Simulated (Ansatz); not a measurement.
# BHBr (quartet): one geometry, many settings at a displaced geometry (v2)

Aim: run BHBr (quartet) at one geometry under a spread of methods and options, and see what each costs and gives.

Program: Ansatz 0.2.0, Gaussian basis. Level of theory: the settings change from run to run. These are calculated values, not measurements.

35 further runs of the same task are left out: 6 for a known fault of the program, 12 that didn't finish, 17 set aside as unsound or not needed. Runs told in other sessions of the task aren't counted.

## (1) What is computed

The geometry is a PBE0/def2-TZVP stationary point (not a proven minimum) with its atoms shifted at random (size 0.100 Å). No spin-orbit coupling is included. The filled d shell of Br may be among the frozen orbitals whatever the setting's name suggests.

3 atoms, charge 0, spin multiplicity 4.

Atoms are counted from 1 here; the program's logs count them from 0.

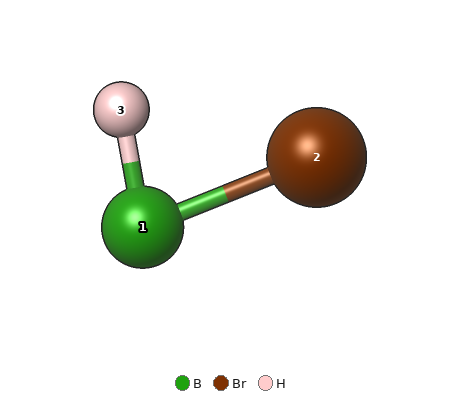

The geometry (boron green, bromine brown, hydrogen pink); atoms are numbered from 1 in the order of the file.

## (2) HF (ROHF)/def2-SVP

Contents of in.yaml:

```yaml
crystal:
  periodic: [false, false, false]
  atoms:
    - {symbol: B, position_ang: [0.144599, -0.195155, 1.704977]}
    - {symbol: Br, position_ang: [-0.020275, 0.013102, -0.250762]}
    - {symbol: H, position_ang: [0.056345, 1.054556, 1.591741]}
basis:
  gaussian: {orbitals: def2-SVP}
magnetization: {spin_polarized: false, initial_magnetization: 3}
hamiltonian: {xc: hf}
output: {orbitals: {seedname: orbitals}}
```

Command:

```
> ansatz run in.yaml --threads 1 --pin off --events-out ev --progress --plain --max-ram 2393MiB
```

The program printed:

```text
Functional definition: HF
  name "HF"
  cite "Fock, Z. Phys. 61, 126 (1930) doi:10.1007/BF01340294"
  parent pbe
  exchange = exact_x
  correlation = 0
502 factors; integrals over basis functions are off by at most 1.0e-3 eV
mean field evaluation 1: about -70670.6433 eV, gradient 1.0e1 eV
mean field evaluation 2: about -70670.6619 eV, gradient 1.0e1 eV
mean field evaluation 4: about -70671.9862 eV, gradient 2.1e0 eV
mean field evaluation 8: about -70672.0370 eV, gradient 3.5e-1 eV
mean field evaluation 16: about -70669.9841 eV, gradient 1.1e1 eV
mean field evaluation 32: about -70669.8162 eV, gradient 6.2e0 eV
mean field evaluation 64: about -70671.5387 eV, gradient 3.4e0 eV
mean field -70672.04097251 eV, -2597.1496025100 hartree, gradient 4.5e-5 eV, S^2 3.750000; 0 other end points of the search recorded, 0 dependent functions left out
reference -70672.04097251 eV, -2597.1496025100 hartree; 22, 19 occupied and 29, 32 virtual orbitals, 502 factors
Total energy: -70672.04097251 eV, -2597.1496025100 hartree
```

It took 0.72 s on 1 thread of INTEL XEON PLATINUM 8581C at 2.10GHz, shared host.

## (3) MP2 on ROHF/cc-pVDZ

in.yaml: that of step 2 with these lines changed.

```diff
@@ -7,5 +7,4 @@
 basis:
-  gaussian: {orbitals: def2-SVP}
+  gaussian: {orbitals: cc-pVDZ, point_charges: [{charge: -0.50, position_ang: [4.437, -0.337, 0.633]}]}
 magnetization: {spin_polarized: false, initial_magnetization: 3}
-hamiltonian: {xc: hf}
-output: {orbitals: {seedname: orbitals}}
+correlation: {method: mp2, electrons: all}
```

Same command.

The program printed:

```text
Functional definition: HF
  name "HF"
  cite "Fock, Z. Phys. 61, 126 (1930) doi:10.1007/BF01340294"
  parent pbe
  exchange = exact_x
  correlation = 0
492 factors; integrals over basis functions are off by at most 9.2e-4 eV
mean field evaluation 1: about -70678.9263 eV, gradient 9.9e0 eV
mean field evaluation 2: about -70678.9531 eV, gradient 9.9e0 eV
mean field evaluation 4: about -70680.2822 eV, gradient 1.7e0 eV
mean field evaluation 8: about -70680.3332 eV, gradient 4.0e-1 eV
mean field evaluation 16: about -70680.3375 eV, gradient 2.4e-6 eV
mean field evaluation 32: about -70680.1965 eV, gradient 1.9e0 eV
mean field -70680.33747329 eV, -2597.4544932899 hartree, gradient 2.4e-6 eV, S^2 3.750000; 5 other end points of the search recorded, 0 dependent functions left out
mean field evaluation 64: about -70680.5086 eV, gradient 3.3e-1 eV
reference -70680.33747329 eV, -2597.4544932899 hartree; 22, 19 occupied and 24, 27 virtual orbitals, 492 factors
second order -5.17145595 eV of doubles, -0.11003913 eV of singles
Total energy: -70685.61896837 eV, -2597.6485846542 hartree
```

Run time: 1.1 s. Hardware: 1 thread of INTEL XEON PLATINUM 8581C at 2.10GHz, shared host.

## (4) MP2 on UHF/6-31G

Contents of in.yaml:

```yaml
crystal:
  periodic: [false, false, false]
  atoms:
    - {symbol: B, position_ang: [0.144599, -0.195155, 1.704977]}
    - {symbol: Br, position_ang: [-0.020275, 0.013102, -0.250762]}
    - {symbol: H, position_ang: [0.056345, 1.054556, 1.591741]}
basis:
  gaussian: {orbitals: 6-31G, fitting: {mean_field: def2-universal-jkfit}}
magnetization: {spin_polarized: true, initial_magnetization: 3}
correlation: {method: mp2, electrons: outside_noble_gas}
```

The command is unchanged.

The program printed:

```text
Functional definition: HF
  name "HF"
  cite "Fock, Z. Phys. 61, 126 (1930) doi:10.1007/BF01340294"
  parent pbe
  exchange = exact_x
  correlation = 0
359 factors; integrals over basis functions are off by at most 6.3e-2 eV
mean field evaluation 1: about -70669.2761 eV, gradient 9.5e0 eV
mean field evaluation 2: about -70670.4534 eV, gradient 4.5e0 eV
mean field evaluation 4: about -70670.7625 eV, gradient 8.7e-1 eV
mean field evaluation 8: about -70670.7902 eV, gradient 2.0e-5 eV
mean field evaluation 16: about -70670.7902 eV, gradient 1.5e-6 eV
mean field -70670.79020171 eV, -2597.1036375308 hartree, gradient 1.5e-6 eV, S^2 3.760660; 2 other end points of the search recorded, 0 dependent functions left out
15 core orbitals not correlated: weight in the atoms' cores, before any rotation towards them, 1.000 or more for the frozen orbitals, at most 0.000 for the correlated occupied ones
reference -70670.79020171 eV, -2597.1036375308 hartree; 7, 4 occupied and 18, 21 virtual orbitals, 359 factors
second order -1.80954311 eV of doubles, -0.00000000 eV of singles
Total energy: -70672.59974482 eV, -2597.1701370135 hartree
```

Wall time 0.36 s (1 thread of INTEL XEON PLATINUM 8581C at 2.10GHz, shared host).

From the report: ⟨S²⟩ of the determinant 3.761 (pure quartet: 3.75).

## (5) CCSD(T)/cc-pVDZ

Contents of in.yaml:

```yaml
crystal:
  periodic: [false, false, false]
  atoms:
    - {symbol: B, position_ang: [0.144599, -0.195155, 1.704977]}
    - {symbol: Br, position_ang: [-0.020275, 0.013102, -0.250762]}
    - {symbol: H, position_ang: [0.056345, 1.054556, 1.591741]}
basis:
  gaussian: {orbitals: cc-pVDZ}
magnetization: {spin_polarized: true, initial_magnetization: 3}
hamiltonian: {xc: {name: r2SCAN}}
correlation: {method: ccsd_t, electrons: outside_noble_gas}
scf: {lower_state_search: off}
```

Same command.

The program printed, shortened:

```text
Functional definition: r2SCAN
  name "r2SCAN"
  cite "Furness, Kaplan, Ning, Perdew & Sun, J. Phys. Chem. Lett. 11, 8208 (2020) doi:10.1021/acs.jpclett.0c02405"
  cite "Furness, Kaplan, Ning, Perdew & Sun, J. Phys. Chem. Lett. 11, 9248 (2020) doi:10.1021/acs.jpclett.0c03077"
  parent r2scan
[...]
492 factors; integrals over basis functions are off by at most 9.4e-4 eV
[...]
mean field -70731.49672708 eV, -2599.3345611898 hartree, gradient 5.3e-6 eV, S^2 3.756332; 0 other end points of the search recorded, 0 dependent functions left out
15 core orbitals not correlated: weight in the atoms' cores, before any rotation towards them, 1.000 or more for the frozen orbitals, at most 0.000 for the correlated occupied ones
reference -70680.19512894 eV, -2597.4492622314 hartree; 7, 4 occupied and 24, 27 virtual orbitals, 492 factors
second order -4.66726601 eV of doubles, -0.15334510 eV of singles
cycle   1  -5.14764584 eV  change   -3.3e-1 eV  update   5.2e-2
[...]
cycle  12  -5.30470335 eV  change    1.5e-6 eV  update   5.4e-6
perturbative correction -0.14641447 eV, -0.0053806324 hartree
Total energy: -70685.64624676 eV, -2597.6495871164 hartree
Checks for a lower state left out: stability, starts, cluster_reference, orbital_swaps, neighbouring_geometries, increment
```

Wall time 1.7 s (1 thread of INTEL XEON PLATINUM 8581C at 2.10GHz, shared host).

From the report: ⟨S²⟩ of the determinant 3.756 (pure quartet: 3.75); correlation -5.4511 eV; T1 0.015; largest double amplitude 0.03. The orbitals are Kohn-Sham ones, so correlation energy and T1 don't compare with those on Hartree-Fock orbitals.

## (6) BCCD(T) on ROHF/def2-mTZVP

Contents of in.yaml:

```yaml
crystal:
  periodic: [false, false, false]
  atoms:
    - {symbol: B, position_ang: [0.144599, -0.195155, 1.704977]}
    - {symbol: Br, position_ang: [-0.020275, 0.013102, -0.250762]}
    - {symbol: H, position_ang: [0.056345, 1.054556, 1.591741]}
basis:
  gaussian: {orbitals: def2-mTZVP}
magnetization: {spin_polarized: false, initial_magnetization: 3}
correlation: {method: bccd_t, electrons: outside_noble_gas, diis_vectors: 2}
```

Same command.

The program printed, shortened:

```text
Functional definition: HF
  name "HF"
  cite "Fock, Z. Phys. 61, 126 (1930) doi:10.1007/BF01340294"
  parent pbe
[...]
529 factors; integrals over basis functions are off by at most 1.1e-3 eV
[...]
mean field -70681.12097982 eV, -2597.4832866239 hartree, gradient 2.1e-6 eV, S^2 3.750000; 8 other end points of the search recorded, 0 dependent functions left out
determinant -70681.12097982 eV, -2597.4832866239 hartree, with singles and doubles -70686.50518023 eV, -2597.6811523394 hartree
determinant -70679.86454783 eV, -2597.4371135997 hartree, with singles and doubles -70685.03208410 eV, -2597.6270170552 hartree
determinant -70677.69004398 eV, -2597.3572020573 hartree, with singles and doubles -70683.15884697 eV, -2597.5581768604 hartree
15 core orbitals not correlated: weight in the atoms' cores, before any rotation towards them, 1.000 or more for the frozen orbitals, at most 0.000 for the correlated occupied ones
reference -70681.12097982 eV, -2597.4832866239 hartree; 7, 4 occupied and 36, 39 virtual orbitals, 529 factors
second order -4.69204734 eV of doubles, -0.10570794 eV of singles
cycle   1  -5.37779489 eV  change   -2.7e-1 eV  update   1.8e-2
[...]
cycle  14  -5.39014712 eV  change   -2.7e-6 eV  update   1.2e-5
perturbative correction -0.17742823 eV, -0.0065203674 hartree
Total energy: -70686.68855518 eV, -2597.6878912444 hartree
```

Run time: 4.4 s. Hardware: 1 thread of INTEL XEON PLATINUM 8581C at 2.10GHz, shared host.

From the report: correlation -5.5676 eV; largest double amplitude 0.03.

## (7) CCSD(T)/def2-SVP

Contents of in.yaml:

```yaml
crystal:
  periodic: [false, false, false]
  atoms:
    - {symbol: B, position_ang: [0.144599, -0.195155, 1.704977]}
    - {symbol: Br, position_ang: [-0.020275, 0.013102, -0.250762]}
    - {symbol: H, position_ang: [0.056345, 1.054556, 1.591741]}
basis:
  gaussian: {orbitals: def2-SVP, point_charges: [{charge: 0.50, position_ang: [4.523, -0.226, 0.151]}]}
magnetization: {spin_polarized: true, initial_magnetization: 3}
hamiltonian: {xc: {name: B3LYP}}
correlation: {method: ccsd_t, electrons: valence}
output: {forces: true}
```

Launched as before.

The program printed, shortened:

```text
Functional definition: B3LYP
  name "B3LYP"
  cite "Stephens, Devlin, Chabalowski & Frisch, J. Phys. Chem. 98, 11623 (1994) doi:10.1021/j100096a001"
  cite "Becke, Phys. Rev. A 38, 3098 (1988) doi:10.1103/PhysRevA.38.3098"
  cite "Lee, Yang & Parr, Phys. Rev. B 37, 785 (1988) doi:10.1103/PhysRevB.37.785"
  cite "Vosko, Wilk & Nusair, Can. J. Phys. 58, 1200 (1980) doi:10.1139/p80-159"
[...]
502 factors; integrals over basis functions are off by at most 9.9e-4 eV
[...]
mean field -70724.62687130 eV, -2599.0820986463 hartree, gradient 3.4e-6 eV, S^2 3.753963; 2 other end points of the search recorded, 0 dependent functions left out
10 core orbitals not correlated: weight in the atoms' cores, before any rotation towards them, 1.000 or more for the frozen orbitals, at most 0.000 for the correlated occupied ones
reference -70671.89797308 eV, -2597.1443473777 hartree; 12, 9 occupied and 29, 32 virtual orbitals, 502 factors
second order -7.90174079 eV of doubles, -0.25037450 eV of singles
cycle   1  -8.08136474 eV  change    6.5e-2 eV  update   5.5e-2
[...]
cycle  16  -8.28985270 eV  change    7.4e-8 eV  update   6.3e-7
perturbative correction -0.22106524 eV, -0.0081239977 hartree
[...]
Total energy: -70680.40889101 eV, -2597.4571178429 hartree
Atom 0 at     0.144599    -0.195155     1.704977 Å, force     0.164234    -0.420050     0.499044 eV/Å
Atom 1 at    -0.020275     0.013102    -0.250762 Å, force    -0.095018     0.009739    -0.585969 eV/Å
Atom 2 at     0.056345     1.054556     1.591741 Å, force    -0.039194     0.417033     0.053795 eV/Å
Dipole moment:    -0.109608     0.147701    -0.309920 e Å
```

Run time: 8.5 s. Hardware: 1 thread of INTEL XEON PLATINUM 8581C at 2.10GHz, shared host.

From the report: ⟨S²⟩ of the determinant 3.754 (pure quartet: 3.75); correlation -8.5109 eV; T1 0.009; largest double amplitude 0.04. The orbitals are Kohn-Sham ones, so correlation energy and T1 don't compare with those on Hartree-Fock orbitals.

## (8) CASSCF(3,9)/6-31G

Contents of in.yaml:

```yaml
crystal:
  periodic: [false, false, false]
  atoms:
    - {symbol: B, position_ang: [0.144599, -0.195155, 1.704977]}
    - {symbol: Br, position_ang: [-0.020275, 0.013102, -0.250762]}
    - {symbol: H, position_ang: [0.056345, 1.054556, 1.591741]}
basis:
  gaussian: {orbitals: 6-31G}
magnetization: {spin_polarized: false, initial_magnetization: 3}
correlation: {active_space: {window: {electrons: 3, orbitals: 9}}}
output: {forces: true}
```

Same command.

The program printed, shortened:

```text
Functional definition: HF
  name "HF"
  cite "Fock, Z. Phys. 61, 126 (1930) doi:10.1007/BF01340294"
  parent pbe
[...]
419 factors; integrals over basis functions are off by at most 5.5e-4 eV
[...]
mean field -70670.70223961 eV, -2597.1004049831 hartree, gradient 1.5e-6 eV, S^2 3.750000; 4 other end points of the search recorded, 0 dependent functions left out
reference -70670.70223961 eV, -2597.1004049831 hartree; 22, 19 occupied and 18, 21 virtual orbitals, 419 factors
state -70670.80853209 eV, -2597.1043111599 hartree
[...]
Total energy: -70670.80853209 eV, -2597.1043111599 hartree
Atom 0 at     0.144599    -0.195155     1.704977 Å, force     0.160067    -0.044792     2.027815 eV/Å
Atom 1 at    -0.020275     0.013102    -0.250762 Å, force    -0.190025    -0.023773    -2.470462 eV/Å
Atom 2 at     0.056345     1.054556     1.591741 Å, force     0.029958     0.068565     0.442647 eV/Å
Dipole moment:    -0.021228     0.081722    -0.206765 e Å
```

It took 8.5 s on 1 thread of INTEL XEON PLATINUM 8581C at 2.10GHz, shared host.

From the report: 84 determinants; active occupations 1.00, 1.00, 1.00, 0.00, 0.00, 0.00, 0.00, 0.00, 0.00.

## (9) MP2 on ROHF/cc-pVDZ

in.yaml: that of step 8 with these lines changed.

```diff
@@ -7,5 +7,6 @@
 basis:
-  gaussian: {orbitals: 6-31G}
+  gaussian: {orbitals: cc-pVDZ}
 magnetization: {spin_polarized: false, initial_magnetization: 3}
-correlation: {active_space: {window: {electrons: 3, orbitals: 9}}}
+hamiltonian: {pseudopotentials: {relativity: none}}
+correlation: {method: mp2, electrons: valence}
 output: {forces: true}
```

The command is unchanged.

The program printed, shortened:

```text
Functional definition: HF
  name "HF"
  cite "Fock, Z. Phys. 61, 126 (1930) doi:10.1007/BF01340294"
  parent pbe
[...]
492 factors; integrals over basis functions are off by at most 9.4e-4 eV
[...]
mean field -70680.37748554 eV, -2597.4559637132 hartree, gradient 2.4e-6 eV, S^2 3.750000; 7 other end points of the search recorded, 0 dependent functions left out
[...]
10 core orbitals not correlated: weight in the atoms' cores, before any rotation towards them, 1.000 or more for the frozen orbitals, at most 0.000 for the correlated occupied ones
reference -70680.37748554 eV, -2597.4559637132 hartree; 12, 9 occupied and 24, 27 virtual orbitals, 492 factors
second order -4.91704012 eV of doubles, -0.10983314 eV of singles
[...]
Total energy: -70685.40435880 eV, -2597.6406978981 hartree
Atom 0 at     0.144599    -0.195155     1.704977 Å, force     0.085021    -0.801097     0.439509 eV/Å
Atom 1 at    -0.020275     0.013102    -0.250762 Å, force    -0.024631     0.129199    -0.211721 eV/Å
Atom 2 at     0.056345     1.054556     1.591741 Å, force    -0.060390     0.671898    -0.227788 eV/Å
Dipole moment:    -0.028238     0.165439    -0.228516 e Å
```

Run time: 1.7 s. Hardware: 1 thread of INTEL XEON PLATINUM 8581C at 2.10GHz, shared host.

## (10) CCSD/cc-pVDZ

in.yaml: that of step 9 with these lines changed.

```diff
@@ -9,4 +9,5 @@
 magnetization: {spin_polarized: false, initial_magnetization: 3}
-hamiltonian: {pseudopotentials: {relativity: none}}
-correlation: {method: mp2, electrons: valence}
+hamiltonian: {xc: {name: PBE0}}
+correlation: {method: ccsd, electrons: all, diis_vectors: 4}
+scf: {omitted_lower_state_checks: [cluster_reference]}
 output: {forces: true}
```

Launched as before.

The program printed, shortened:

```text
Functional definition: PBE0
  name "PBE0"
  cite "Adamo & Barone, J. Chem. Phys. 110, 6158 (1999) doi:10.1063/1.478522"
  cite "Perdew, Burke & Ernzerhof, Phys. Rev. Lett. 77, 3865 (1996) doi:10.1103/PhysRevLett.77.3865"
  parent pbe
[...]
492 factors; integrals over basis functions are off by at most 9.4e-4 eV
[...]
mean field -70723.01907145 eV, -2599.0230130916 hartree, gradient 3.2e-6 eV, S^2 3.750000; 2 other end points of the search recorded, 0 dependent functions left out
reference -70680.12957249 eV, -2597.4468530765 hartree; 22, 19 occupied and 24, 27 virtual orbitals, 492 factors
second order -5.40259601 eV of doubles, -0.30989264 eV of singles
cycle   1  -5.89669142 eV  change   -1.9e-1 eV  update   5.5e-2
[...]
cycle  15  -6.06586076 eV  change    1.1e-7 eV  update   6.1e-7
[...]
Total energy: -70686.19543325 eV, -2597.6697693479 hartree
Atom 0 at     0.144599    -0.195155     1.704977 Å, force     0.079932    -0.443439     0.667246 eV/Å
Atom 1 at    -0.020275     0.013102    -0.250762 Å, force    -0.057511     0.011247    -0.732562 eV/Å
Atom 2 at     0.056345     1.054556     1.591741 Å, force    -0.022421     0.432192     0.065316 eV/Å
Dipole moment:    -0.032560     0.131521    -0.312080 e Å
Checks for a lower state left out: cluster_reference
```

It took 13 s on 1 thread of INTEL XEON PLATINUM 8581C at 2.10GHz, shared host; peak memory 0.29 GiB.

From the report: correlation -6.0659 eV; T1 0.009; largest double amplitude 0.03. The orbitals are Kohn-Sham ones, so correlation energy and T1 don't compare with those on Hartree-Fock orbitals.

## (11) The runs in one table

Where basis and cores are those of an earlier UCCSDT(Q)/cc-pVDZ run (-70685.8234 eV), and the records show the same count of frozen orbitals and kind of state, the miss against it is given; a blank cell means that this couldn't be shown.

```csv
level,correlated,functions,energy (eV),from UCCSDT(Q) (meV),time
HF (ROHF)/def2-SVP,,51,-70672.0410,,0.72 s
MP2 on ROHF/cc-pVDZ (beside a point charge),all,46,-70685.6190,,1.1 s
MP2 on UHF/6-31G,outside noble gas,40,-70672.5997,,0.36 s
CCSD(T)/cc-pVDZ (on r2SCAN orbitals),outside noble gas,46,-70685.6462,177.2,1.7 s
BCCD(T) on ROHF/def2-mTZVP,outside noble gas,58,-70686.6886,,4.4 s
"CCSD(T)/def2-SVP (beside a point charge, on B3LYP orbitals)",valence,51,-70680.4089,,8.5 s
"CASSCF(3,9)/6-31G",,40,-70670.8085,,8.5 s
MP2 on ROHF/cc-pVDZ,valence,46,-70685.4044,,1.7 s
CCSD/cc-pVDZ (on PBE0 orbitals),all,46,-70686.1954,,13 s
```

## (12) What came out

| quantity | value |
| --- | --- |
| runs | 9 |
| quickest | MP2 on UHF/6-31G, 0.36 s |
| slowest | CCSD/cc-pVDZ (on PBE0 orbitals), 13 s |

In words: Total energies in different bases, with other cores or another treatment of relativity can't be set against each other. «valence» and «outside noble gas» are the program's key words; the logs give how many orbitals each freezes, and for Ga to Kr the 3d shell needn't follow the word's plain sense. CCSD/cc-pVDZ (on PBE0 orbitals) took 36 times as long as MP2 on UHF/6-31G; the jobs differ in more than the method. Cores frozen from Kohn-Sham orbitals shift the total energy.
